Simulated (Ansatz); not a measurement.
**Run report: HfNH₃OF₂, geometry relaxation (part 1 of 2)**

- system: HfNH₃OF₂
- method: RKS PBE0-D4/def2-SVP (Ansatz 0.2.0)

It belongs to a series of runs on one base structure; here: start relaxed. Figures and captions count atoms from 1; the log counts them from 0 in places.

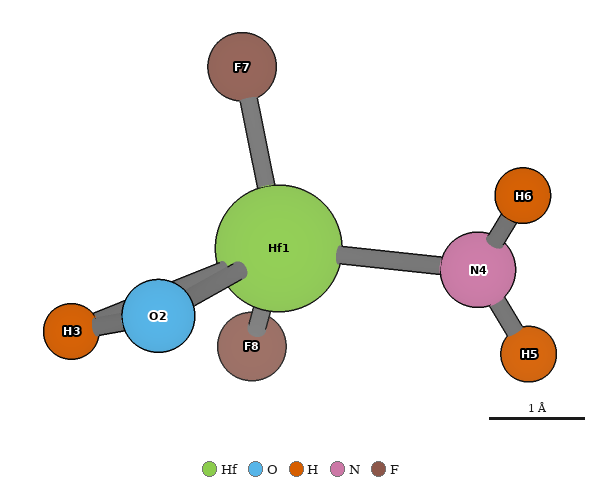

Fig. 1: The structure as given in the input (ball-and-stick view, seen at a tilt; atoms are numbered from 1 in the order of the input). Sticks mark near contacts.

Input file:
```yaml
crystal:
  periodic: [false, false, false]
  atoms:
    - { symbol: Hf, position_ang: [0.0, 0.0, 0.0] }
    - { symbol: O, position_ang: [0.0, 0.0, 2.07] }
    - { symbol: H, position_ang: [-0.9095, -0.2814, 2.4071] }
    - { symbol: "N", position_ang: [2.084, 0.0, -0.7359] }
    - { symbol: H, position_ang: [2.5823, -0.918, -0.9166] }
    - { symbol: H, position_ang: [2.5853, 0.918, -0.9082] }
    - { symbol: F, position_ang: [-0.9326, 1.6157, -0.6593] }
    - { symbol: F, position_ang: [-0.9326, -1.6157, -0.6593] }
basis:
  gaussian: { orbitals: def2-SVP }
hamiltonian:
  xc: pbe0
  dispersion: d4
relax:
  f_tol: 0.02
  max_steps: 40
```

Hardware: 2 threads of Arm Neoverse V2, 24 GiB of memory available, shared host.

Launched with:
```bash
ansatz run input.yaml --threads 2 --pin off --max-ram 3072MiB --backend cpu --events-out ev --progress --plain --runs-dir out
```

What the program printed:
```
The last accepted step is kept in [file] (removed where the run ends without a failure and the disk answers)
Engine: ansatz 0.2.0, aarch64-unknown-linux-gnu
Functional definition: PBE0
  parameter a = 0.25
  parameter kappa = 0.804
  parameter beta = 0.06672455060314922
  exchange = (1 - a)*pbe_x(kappa = kappa, mu = beta*pi^2/3) + a*exact_x
  correlation = pbe_c(beta = beta)
1079 factors; integrals over basis functions are off by at most 3.2e-4 eV
mean field evaluation 1: about -10302.1524 eV, gradient 8.7e1 eV
mean field evaluation 2: about -10210.0793 eV, gradient 2.2e2 eV
mean field evaluation 4: about -10316.2293 eV, gradient 1.0e1 eV
mean field evaluation 8: about -10316.4517 eV, gradient 6.4e-1 eV
mean field evaluation 16: about -10316.4525 eV, gradient 4.7e-5 eV
mean field -10316.45252676 eV, -379.1226376158 hartree, gradient 4.7e-5 eV, S^2 0.000000; 0 other end points of the search recorded, 0 dependent functions left out
the calculation of the forces begins
reference -10316.45258494 eV, -379.1226397540 hartree; 24, 24 occupied and 79, 79 virtual orbitals, 1079 factors
relax step   1: F+E_penalty+E_count = -10316.55233489 eV  Δ(F+E_penalty+E_count) = +0.000e0 eV  max|allowed force component| = 2.184e0 eV/Å  Δτ_max = 0.0000 Å  (28 SCF iters, accepted)
these checks for a lower state are left out or cut short: starts, cluster_reference, orbital_swaps, neighbouring_geometries, increment
1079 factors; integrals over basis functions are off by at most 3.2e-4 eV
mean field -10316.90263698 eV, -379.1391788612 hartree, gradient 9.5e-6 eV, S^2 0.000000; 0 other end points of the search recorded, 0 dependent functions left out
[... from here on the field's lines of each further geometry are left out, up to the last ...]
relax step   2: F+E_penalty+E_count = -10317.01345723 eV  Δ(F+E_penalty+E_count) = -4.611e-1 eV  max|allowed force component| = 4.058e0 eV/Å  Δτ_max = 0.1976 Å  (35 SCF iters, accepted)
relax step   3: F+E_penalty+E_count = -10317.36924724 eV  Δ(F+E_penalty+E_count) = -3.558e-1 eV  max|allowed force component| = 7.655e-1 eV/Å  Δτ_max = 0.1001 Å  (35 SCF iters, accepted)
relax step   4: F+E_penalty+E_count = -10317.40023135 eV  Δ(F+E_penalty+E_count) = -3.098e-2 eV  max|allowed force component| = 4.172e-1 eV/Å  Δτ_max = 0.0487 Å  (30 SCF iters, accepted)
relax step   5: F+E_penalty+E_count = -10317.44322693 eV  Δ(F+E_penalty+E_count) = -4.300e-2 eV  max|allowed force component| = 3.720e-1 eV/Å  Δτ_max = 0.1722 Å  (30 SCF iters, accepted)
relax step   6: F+E_penalty+E_count = -10317.47892827 eV  Δ(F+E_penalty+E_count) = -3.570e-2 eV  max|allowed force component| = 5.250e-1 eV/Å  Δτ_max = 0.1999 Å  (29 SCF iters, accepted)
relax step   7: F+E_penalty+E_count = -10317.50338119 eV  Δ(F+E_penalty+E_count) = -2.445e-2 eV  max|allowed force component| = 1.639e-1 eV/Å  Δτ_max = 0.2000 Å  (34 SCF iters, accepted)
relax step   8: F+E_penalty+E_count = -10317.50827436 eV  Δ(F+E_penalty+E_count) = -4.893e-3 eV  max|allowed force component| = 1.145e-1 eV/Å  Δτ_max = 0.0390 Å  (30 SCF iters, accepted)
relax step   9: F+E_penalty+E_count = -10317.51557100 eV  Δ(F+E_penalty+E_count) = -7.297e-3 eV  max|allowed force component| = 4.936e-2 eV/Å  Δτ_max = 0.1287 Å  (29 SCF iters, accepted)
relax step  10: F+E_penalty+E_count = -10317.51654113 eV  Δ(F+E_penalty+E_count) = -9.701e-4 eV  max|allowed force component| = 2.035e-1 eV/Å  Δτ_max = 0.0328 Å  (30 SCF iters, accepted)
relax step  11: F+E_penalty+E_count = -10317.51695477 eV  Δ(F+E_penalty+E_count) = -4.136e-4 eV  max|allowed force component| = 1.400e-1 eV/Å  Δτ_max = 0.0253 Å  (32 SCF iters, accepted)
relax step  12: F+E_penalty+E_count = -10317.51739659 eV  Δ(F+E_penalty+E_count) = -4.418e-4 eV  max|allowed force component| = 4.068e-2 eV/Å  Δτ_max = 0.0173 Å  (31 SCF iters, accepted)
relax step  13: F+E_penalty+E_count = -10317.51748112 eV  Δ(F+E_penalty+E_count) = -8.453e-5 eV  max|allowed force component| = 3.523e-2 eV/Å  Δτ_max = 0.0089 Å  (32 SCF iters, accepted)
relax step  14: F+E_penalty+E_count = -10317.51765619 eV  Δ(F+E_penalty+E_count) = -1.751e-4 eV  max|allowed force component| = 7.857e-2 eV/Å  Δτ_max = 0.0313 Å  (32 SCF iters, accepted)
relax step  15: F+E_penalty+E_count = -10317.51755808 eV  Δ(F+E_penalty+E_count) = +9.811e-5 eV  max|allowed force component| = 1.714e-1 eV/Å  Δτ_max = 0.0674 Å  (30 SCF iters, rejected (line search))
relax step  16: F+E_penalty+E_count = -10317.51788713 eV  Δ(F+E_penalty+E_count) = -2.309e-4 eV  max|allowed force component| = 5.570e-2 eV/Å  Δτ_max = 0.0217 Å  (32 SCF iters, accepted)
relax step  17: F+E_penalty+E_count = -10317.51727635 eV  Δ(F+E_penalty+E_count) = +6.108e-4 eV  max|allowed force component| = 2.603e-1 eV/Å  Δτ_max = 0.0979 Å  (29 SCF iters, rejected (line search))
relax step  18: F+E_penalty+E_count = -10317.51837269 eV  Δ(F+E_penalty+E_count) = -4.856e-4 eV  max|allowed force component| = 7.871e-2 eV/Å  Δτ_max = 0.0489 Å  (30 SCF iters, accepted)
relax step  19: F+E_penalty+E_count = -10317.51922786 eV  Δ(F+E_penalty+E_count) = -8.552e-4 eV  max|allowed force component| = 7.193e-2 eV/Å  Δτ_max = 0.0496 Å  (30 SCF iters, accepted)
relax step  20: F+E_penalty+E_count = -10317.51896128 eV  Δ(F+E_penalty+E_count) = +2.666e-4 eV  max|allowed force component| = 2.365e-1 eV/Å  Δτ_max = 0.0727 Å  (30 SCF iters, rejected (line search))
relax step  21: F+E_penalty+E_count = -10317.51938881 eV  Δ(F+E_penalty+E_count) = -1.610e-4 eV  max|allowed force component| = 4.784e-2 eV/Å  Δτ_max = 0.0363 Å  (29 SCF iters, accepted)
relax step  22: F+E_penalty+E_count = -10317.52043077 eV  Δ(F+E_penalty+E_count) = -1.042e-3 eV  max|allowed force component| = 1.431e-2 eV/Å  Δτ_max = 0.0375 Å  (32 SCF iters, accepted)
relax step  23: F+E_penalty+E_count = -10317.52091969 eV  Δ(F+E_penalty+E_count) = -4.889e-4 eV  max|allowed force component| = 8.970e-2 eV/Å  Δτ_max = 0.0549 Å  (30 SCF iters, accepted)
relax step  24: F+E_penalty+E_count = -10317.52116504 eV  Δ(F+E_penalty+E_count) = -2.454e-4 eV  max|allowed force component| = 7.040e-2 eV/Å  Δτ_max = 0.0221 Å  (32 SCF iters, accepted)
relax step  25: F+E_penalty+E_count = -10317.52134826 eV  Δ(F+E_penalty+E_count) = -1.832e-4 eV  max|allowed force component| = 5.040e-2 eV/Å  Δτ_max = 0.0378 Å  (32 SCF iters, accepted)
relax step  26: F+E_penalty+E_count = -10317.52147961 eV  Δ(F+E_penalty+E_count) = -1.314e-4 eV  max|allowed force component| = 2.546e-2 eV/Å  Δτ_max = 0.0242 Å  (32 SCF iters, accepted)
the calculation of the forces begins
reference -10317.41366300 eV, -379.1579587210 hartree; 24, 24 occupied and 79, 79 virtual orbitals, 1079 factors
relax step  27: F+E_penalty+E_count = -10317.52150580 eV  Δ(F+E_penalty+E_count) = -2.619e-5 eV  max|allowed force component| = 1.231e-2 eV/Å  Δτ_max = 0.0088 Å  (25 SCF iters, accepted)
```

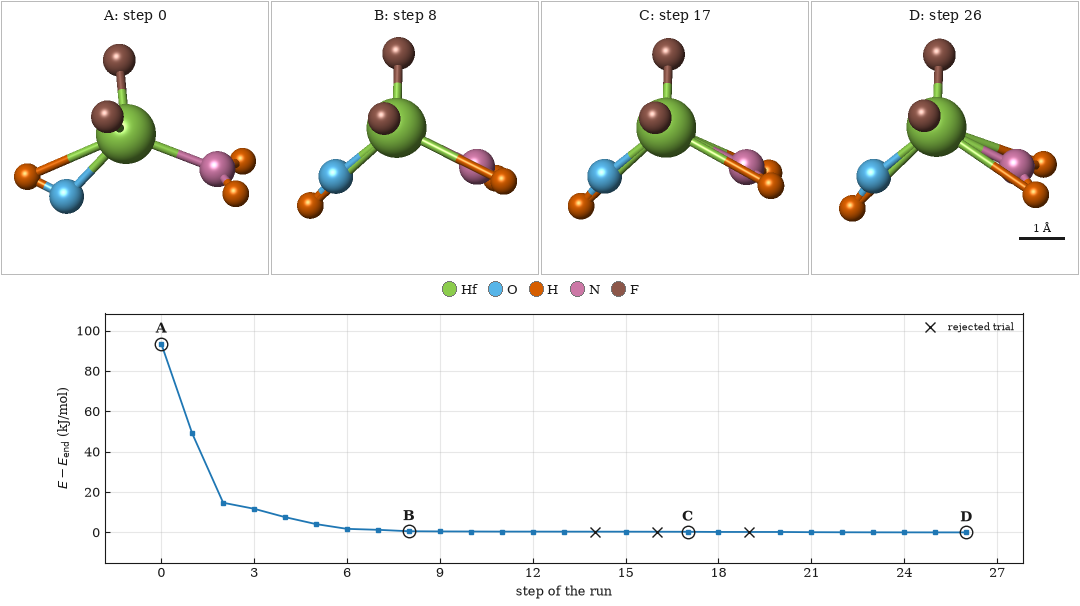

Fig. 2: Frames of the relaxation (ball-and-stick view, seen at a tilt) above the curves, on which the letters mark them (the first geometry is step 0 here and step 1 in the log).

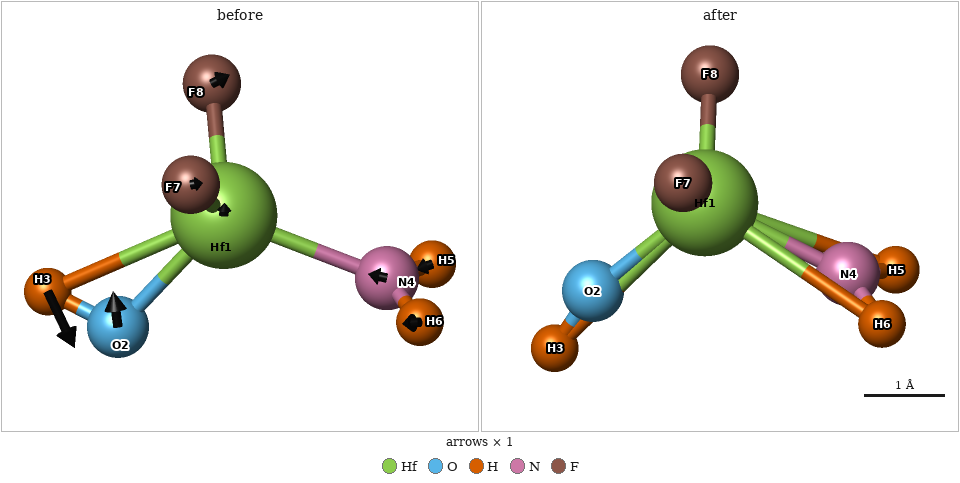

Fig. 3: Before (left) and after (right) the relaxation, at one scale (ball-and-stick view, seen at a tilt). The black arrows give the displacements, at true length. The energy falls by 93.5 kJ/mol in 26 geometry steps. Largest force component: 2.2 eV/Å at the start, 0.012 eV/Å at the end. The line search rejected the trial steps at points 14, 16, 19 (counted from 0) and went back. The largest move after the best rigid fit is that of H3, 0.80 Å. Largest moves by element: H 0.80 Å, O 0.46 Å, F 0.27 Å, N 0.25 Å, Hf 0.17 Å. Distances before and after: Hf1–H3 2.589 → 2.850 Å, Hf1–N4 2.210 → 2.027 Å, Hf1–O2 2.070 → 1.922 Å, Hf1–H5 2.890 → 2.752 Å. Among the angles that change: Hf1–O2–H3 109.5° → 163.1°, Hf1–H3–O2 48.9° → 11.3°, H3–Hf1–N4 129.9° → 105.5°. (Atoms are counted from 1 in the order of the input.)

```
1079 factors; integrals over basis functions are off by at most 7.6e-4 eV
mean field -10317.41360477 eV, -379.1579565812 hartree, gradient 9.9e-6 eV, S^2 0.000000; 1 other end points of the search recorded, 0 dependent functions left out
the calculation of the forces begins
reference -10317.41366300 eV, -379.1579587210 hartree; 24, 24 occupied and 79, 79 virtual orbitals, 1079 factors
Total energy: -10317.52156403 eV, -379.1619240107 hartree
Atom 0 at    -0.096374    -0.028954    -0.137167 Å, force    -0.000513    -0.003205     0.000550 eV/Å
Atom 1 at    -0.359283    -0.100413     1.765798 Å, force    -0.002413     0.000954     0.000097 eV/Å
Atom 2 at    -0.209483    -0.134346     2.708390 Å, force     0.002339    -0.000209     0.000056 eV/Å
Atom 3 at     1.876329    -0.008708    -0.601385 Å, force     0.012312     0.004697    -0.002701 eV/Å
Atom 4 at     2.469553    -0.825287    -0.733680 Å, force    -0.006748     0.005428     0.001890 eV/Å
Atom 5 at     2.459523     0.821834    -0.682493 Å, force    -0.004964    -0.009189     0.001086 eV/Å
Atom 6 at    -0.832108     1.616392    -0.801609 Å, force    -0.000922     0.001075    -0.000359 eV/Å
Atom 7 at    -0.831257    -1.621918    -0.920052 Å, force     0.000908     0.000447    -0.000619 eV/Å
Dipole moment:     0.539382    -0.012960     0.403426 e Å
```

Trajectory as extended XYZ (Å, eV, eV/Å), 26 of the 27 frames kept, from step=1 to step=27:
```
8
Properties=species:S:1:pos:R:3:forces:R:3 step=1 energy=-10316.55234
Hf    0.0000    0.0000    0.0000    1.3938   0.0403  -0.1160
O     0.0000    0.0000    2.0700   -1.9941  -0.6483  -1.8918
H    -0.9095   -0.2814    2.4071    1.7874   0.5766  -0.3364
N     2.0840    0.0000   -0.7359   -2.1838   0.0228   0.7796
H     2.5823   -0.9180   -0.9166   -0.3279   1.9462   0.1281
H     2.5853    0.9180   -0.9082   -0.3349  -1.9475   0.1053
F    -0.9326    1.6157   -0.6593    0.8341  -1.3846   0.6451
F    -0.9326   -1.6157   -0.6593    0.8255   1.3946   0.6861
8
Properties=species:S:1:pos:R:3:forces:R:3 step=2 energy=-10317.01346
Hf    0.1203   -0.0083   -0.0365   -4.0560   0.0215   1.0136
O     0.0236   -0.0392    1.8973   -1.0891  -0.3293   1.1999
H    -0.8383   -0.2382    2.3396    1.1881   0.2992  -0.3440
N     1.9020    0.0038   -0.6590    4.0576   0.0052  -1.3406
H     2.4387   -0.8491   -0.8606    0.1082   0.5660  -0.0066
H     2.4401    0.8586   -0.8468    0.0958  -0.5568  -0.0283
F    -0.7977    1.5548   -0.6206   -0.1563   0.5854  -0.2306
F    -0.8118   -1.5638   -0.6156   -0.1484  -0.5911  -0.2635
8
Properties=species:S:1:pos:R:3:forces:R:3 step=3 energy=-10317.36925
Hf    0.0294   -0.0201   -0.0564   -0.4286   0.0116   0.3255
O     0.0224   -0.0682    1.9078   -0.7655  -0.0965  -0.0041
H    -0.7999   -0.1911    2.4192    0.6655   0.1013  -0.1521
N     1.9345    0.0027   -0.6775    0.3766  -0.0032  -0.1290
H     2.4951   -0.8313   -0.8568    0.0683   0.2361  -0.0094
H     2.4892    0.8477   -0.8217    0.0473  -0.2465  -0.0263
F    -0.8407    1.5889   -0.6428    0.0091   0.0058   0.0154
F    -0.8531   -1.6100   -0.6740    0.0273  -0.0085  -0.0200
8
Properties=species:S:1:pos:R:3:forces:R:3 step=4 energy=-10317.40023
Hf    0.0080   -0.0195   -0.0642    0.1028   0.0122   0.1368
O    -0.0001   -0.0683    1.8931   -0.4172  -0.0611  -0.1473
H    -0.7737   -0.1880    2.4601    0.3038   0.0486   0.0209
N     1.9368   -0.0006   -0.6817   -0.1040  -0.0152   0.0152
H     2.5159   -0.8227   -0.8361    0.0474   0.0288  -0.0107
H     2.4991    0.8333   -0.8325    0.0553  -0.0128  -0.0214
F    -0.8534    1.5975   -0.6414    0.0051  -0.0253   0.0047
F    -0.8556   -1.6130   -0.6995    0.0067   0.0247   0.0018
8
Properties=species:S:1:pos:R:3:forces:R:3 step=5 energy=-10317.44323
Hf    0.0076   -0.0297   -0.0599   -0.1183   0.0712  -0.0673
O    -0.1037   -0.0893    1.8758   -0.3720  -0.0740   0.1982
H    -0.7115   -0.1828    2.6206    0.3654   0.0521  -0.2625
N     1.9424   -0.0031   -0.6766    0.0690   0.0134  -0.0268
H     2.5503   -0.8092   -0.8121   -0.0287   0.0288   0.0327
H     2.4854    0.8352   -0.8835   -0.0555  -0.0686   0.0294
F    -0.8260    1.5816   -0.6912    0.0609  -0.0600   0.0494
F    -0.8676   -1.5841   -0.7754    0.0792   0.0371   0.0468
```
